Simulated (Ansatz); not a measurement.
```xyz
5

C    -0.4412    0.8447   -0.0997
Ga    0.8130    0.8269   -1.6696
P    -0.0363   -0.6665    0.4683
Zn    1.7991   -1.5726   -1.1987
H    -1.1739    1.5423    0.3266
```

Geometry: PBE0-D3(BJ)/def2-SVP.

These are results of isolated molecule in a Gaussian basis; Kohn-Sham density functional theory, functional PBE0 (Ansatz 0.2.0), not measurements.

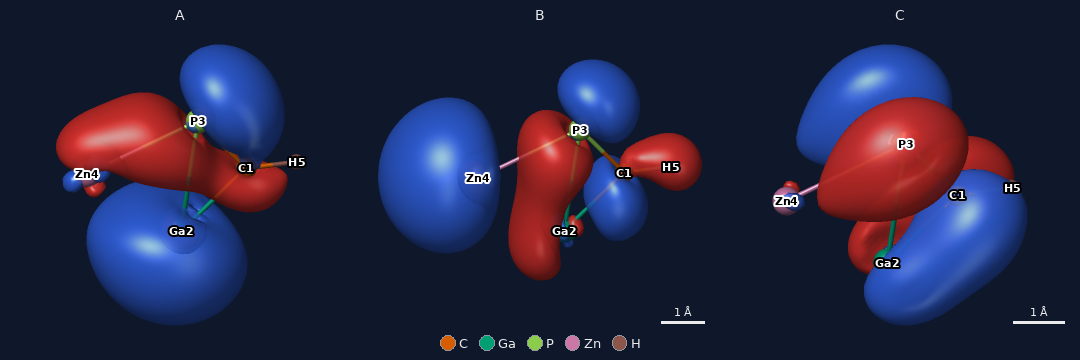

CHGaPZn (doublet). Three frontier orbitals at ±0.08 Å⁻³ᐟ² (red and blue are the two phases), in no order.

**Which picture is the HOMO−1, the HOMO and the LUMO? All are α orbitals.**

A is the HOMO−1 (α) (−6.82 eV). It lies mainly on Ga2 (about 50 %), P3 (about 30 %), Zn4 (about 10 %) and C1 (about 5 %); it is symmetric in the molecular plane (an in-plane orbital: σ, lone-pair or in-plane π type). B is the HOMO (α) (−4.82 eV). Its weight (Hirshfeld) is mainly on Zn4 (about 55 %), P3 (about 20 %), Ga2 (about 10 %) and C1 (about 10 %). C is the LUMO (α) (−2.27 eV). Its weight (Hirshfeld) is mainly on P3 (about 50 %), C1 (about 25 %), Ga2 (about 15 %) and Zn4 (about 10 %); it changes sign across the molecular plane (π type); π-bonding across C1–Ga2; π-antibonding (a node) across C1–P3 and Ga2–P3.

**What is the gap between the highest occupied and lowest empty α orbitals?**

2.55 eV between the orbital energies.
